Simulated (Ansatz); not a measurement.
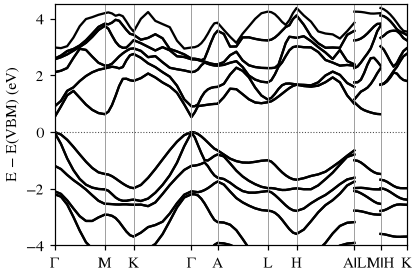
Fig. 1. Band structure from r²SCAN with spin–orbit coupling (plane waves, PAW; program Ansatz)

Read off the gap and where the band edges lie.

About 0.5 eV (0.53 eV by a search for the band edges); maximum at Γ, minimum at Γ.

The material is SrMg₂Bi₂ in space group P-3m1 (No. 164; Sr on 1a, Mg on 2d, Bi on 2d).

The workflow started from a Materials Project entry (that database holds measured and hypothetical structures alike); the Crystallography Open Database copy checked does not list it. Its standing as an ambient phase is unchecked. The r²SCAN relaxation kept the symmetry of its start; whether a distortion lowers the energy is not shown.

Potentials: the later of the program's two PAW sets.
